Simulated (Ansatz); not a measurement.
**RPA@PBE/STO-3G run of SiH2F2 (SMILES F[SiH2]F)**

Aim: the electronic atomisation energy of SiH2F2 at RPA@PBE/STO-3G, from 4 runs. 

Program for the calculation: Ansatz 0.2.0.

53 further runs of the same task are left out: 3 that didn't finish, 50 set aside as unsound or not needed.

## (1) The structure to begin with

SiH2F2 has 5 atoms, charge 0, and is taken as a singlet. As SMILES, `F[SiH2]F`. The coordinates come from a PBE0-D4/def2-TZVP relaxation.

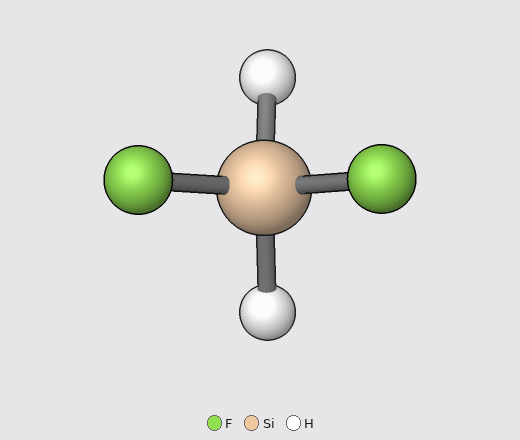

The structure, seen from a chosen angle (fluorine green, silicon light orange, hydrogen white).

## (2) The energy at RPA@PBE/STO-3G

Input file input.yaml:

```yaml
crystal:
  periodic: [false, false, false]
  atoms:
    - symbol: F
      position_ang: [-1.079010, 0.538200, 0.980720]
    - symbol: Si
      position_ang: [-0.005220, -0.000540, -0.054090]
    - symbol: F
      position_ang: [1.247630, -0.520590, 0.766910]
    - symbol: H
      position_ang: [-0.590470, -1.138740, -0.786300]
    - symbol: H
      position_ang: [0.427070, 1.121680, -0.907250]
basis:
  gaussian: {orbitals: STO-3G}
hamiltonian: {xc: pbe}
correlation: {method: rpa, frozen_orbitals: {F: 1, H: 0, Si: 5}}
accuracy: high
```

On the command line:

```bash
$ ansatz run input.yaml --threads 1 --pin off --max-ram 3480MiB --events-out events.jsonl --progress --plain --runs-dir runs
```

Standard output:

```text
Warning: RAYON_NUM_THREADS=1 ignored (pool sized by the plan → 1); use --threads N
Functional definition: PBE
  name "PBE"
  parameter kappa = 0.804
  parameter beta = 0.06672455060314922
  exchange = pbe_x(kappa = kappa, mu = beta*pi^2/3)
  correlation = pbe_c(beta = beta)
387 factors; integrals over basis functions are off by at most 1.7e-8 eV
mean field evaluation 1: about -13162.2341 eV, gradient 2.3e1 eV
mean field evaluation 2: about -13162.2004 eV, gradient 2.3e1 eV
mean field evaluation 4: about -13164.0168 eV, gradient 3.4e0 eV
mean field evaluation 8: about -13164.0654 eV, gradient 1.2e-3 eV
mean field evaluation 16: about -13164.0654 eV, gradient 6.4e-9 eV
mean field -13164.06538164 eV, -483.7704798512 hartree, gradient 4.1e-9 eV, S^2 0.000000; 0 other end points of the search recorded, 0 dependent functions left out
7 core orbitals not correlated: weight in the atoms' cores, before any rotation towards them, 0.999 or more for the frozen orbitals, at most 0.000 for the correlated occupied ones
reference -13138.43361739 eV, -482.8285298888 hartree; 10, 10 occupied and 4, 4 virtual orbitals, 387 factors
Total energy: -13143.18380340 eV, -483.0030960050 hartree
```

Wall time 1.7 s (1 thread of Arm Neoverse V2, shared host); peak memory 0.095 GiB.

## (3) The F atom

Input file run.yaml:

```yaml
crystal:
  periodic: [false, false, false]
  atoms:
    - {symbol: F, position_ang: [0.000000, 0.000000, 0.000000]}
basis:
  gaussian: {orbitals: STO-3G}
magnetization: {spin_polarized: true, initial_magnetization: 1}
hamiltonian: {xc: pbe}
correlation: {method: rpa, frozen_orbitals: {F: 1}}
accuracy: high
```

On the command line:

```bash
$ ansatz run run.yaml --threads 1 --pin off --max-ram 3480MiB --events-out events.jsonl --progress --plain --runs-dir runs
```

Standard output, shortened:

```text
Warning: RAYON_NUM_THREADS=1 ignored (pool sized by the plan → 1); use --threads N
[... 6 set-up lines as earlier in the session ...]
15 factors; integrals over basis functions are off by at most 1.2e-9 eV
mean field evaluation 1: about -2671.3014 eV, gradient 5.5e-12 eV
mean field evaluation 2: about -2671.3023 eV, gradient 3.7e-11 eV
mean field evaluation 4: about -2671.3022 eV, gradient 0.0e0 eV
mean field evaluation 8: about -2671.3022 eV, gradient 2.7e-2 eV
mean field evaluation 16: about -2671.3022 eV, gradient 3.2e-12 eV
mean field -2671.30230684 eV, -98.1685491027 hartree, gradient 1.4e-23 eV, S^2 0.750000; 7 other end points of the search recorded, 0 dependent functions left out
1 core orbitals not correlated: weight in the atoms' cores, before any rotation towards them, 1.000 or more for the frozen orbitals, at most 0.000 for the correlated occupied ones
reference -2666.34863534 eV, -97.9865050328 hartree; 4, 3 occupied and 0, 1 virtual orbitals, 15 factors
Total energy: -2667.19263608 eV, -98.0175214877 hartree
```

Wall time 0.48 s (1 thread of Arm Neoverse V2, shared host).

## (4) The H atom

Input file in.yaml:

```yaml
crystal:
  periodic: [false, false, false]
  atoms:
    - symbol: H
      position_ang: [0.000000, 0.000000, 0.000000]
basis:
  gaussian: {orbitals: STO-3G}
magnetization: {spin_polarized: true, initial_magnetization: 1}
hamiltonian: {xc: {name: PBE}}
correlation: {method: rpa, frozen_orbitals: {H: 0}}
accuracy: high
```

Run the same way, it converges to -0.46658 Eh (log not shown).

## (5) The Si atom, same level

Input file run.yaml:

```yaml
crystal:
  periodic: [false, false, false]
  atoms:
    - {symbol: Si, position_ang: [0.000000, 0.000000, 0.000000]}
basis:
  gaussian:
    orbitals: STO-3G
magnetization:
  spin_polarized: true
  initial_magnetization: 2
hamiltonian:
  xc: {name: PBE}
correlation:
  method: rpa
  frozen_orbitals: {Si: 5}
accuracy: high
```

Run the same way, it converges to -285.51519 Eh (log not shown).

## (6) Summary of results

Level: RPA@PBE/STO-3G, 7 core orbitals frozen.

```
                                  quantity          value
                    molecule: total energy  -483.00310 Eh
molecule: RPA correlation energy (valence)     -174.6 mEh
                      F atom: total energy   -98.01752 Eh
  F atom: RPA correlation energy (valence)      -31.0 mEh
 F atom: ⟨S²⟩ of the reference determinant          0.750
                      H atom: total energy    -0.46658 Eh
            H atom: RPA correlation energy        0.0 mEh
 H atom: ⟨S²⟩ of the reference determinant          0.750
                     Si atom: total energy  -285.51519 Eh
 Si atom: RPA correlation energy (valence)      -51.1 mEh
Si atom: ⟨S²⟩ of the reference determinant          2.000
             electronic atomisation energy      14.142 eV
```

What this shows: Taking the molecule apart into free atoms costs 14.14 eV (326 kcal/mol), before zero-point energy and without spin-orbit coupling. In a minimal basis such a difference can be off by several eV, whatever the method.
